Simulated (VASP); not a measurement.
Band structure of CoMo2B2 (space group Immm). Level of theory: PBEsol GGA, VASP's PBE PAW potentials (set 64) (plane waves; VASP).

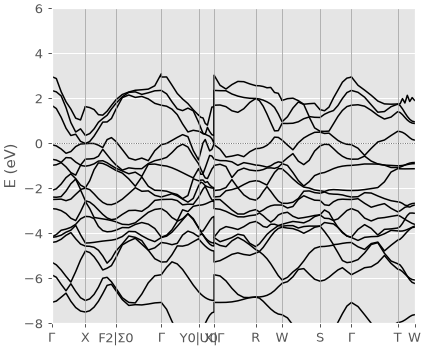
Figure. Bands along high-symmetry lines, zero at the valence-band maximum or, without a gap, the Fermi level

Q: Read the plot: is there a gap, and where are the band edges?

A: It has no gap at this level: it comes out as a metal or semimetal. (Edges off the drawn lines would not show.)

The structure comes from a computed database's CoMo2B2 entry (Immm); how it stands against other phases isn't given here. It was relaxed first. The run is not spin-polarised, so no magnetic state was tried. The electron count is odd and the run is not spin-polarised, which forces a metal.
